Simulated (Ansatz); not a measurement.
The figure comes from a scan of Ag (fcc, Cu type): one Ag atom of a 4-atom cell moves by s along Cartesian x, with its periodic images. Calculation: PBE (plane waves to 420 eV, PAW, scalar-relativistic; Ansatz, a first-principles code). k mesh 9×9×9 (Γ-centred), Fermi-Dirac smearing 0.05 eV. Energies are smeared free energies. With partly filled bands, energies and forces of such displacements shift with the k mesh and the smearing. On this mesh the relaxed cell isn't quite at rest: it carries a pressure of -0.1 GPa (compression positive) at the zero of the scan. Ag was relaxed with its symmetry unable to fall. ΔE is measured from the undisplaced structure.

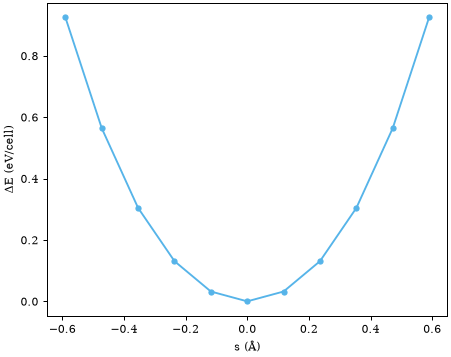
Figure: ΔE (eV/cell) against s (Å); one marker a computed point.

Read the plotted values off the figure, to the accuracy that the plot allows.

To the nearest 0.02:

```csv
s (Å),ΔE (eV/cell)
-0.590,0.92
-0.472,0.56
-0.354,0.30
-0.236,0.14
-0.118,0.04
0.000,0.00
0.118,0.04
0.236,0.14
0.354,0.30
0.472,0.56
0.590,0.92
```

(A displaced cell: forces are minus the slopes of the energy, force constants its curvatures, and phonons follow from these.)
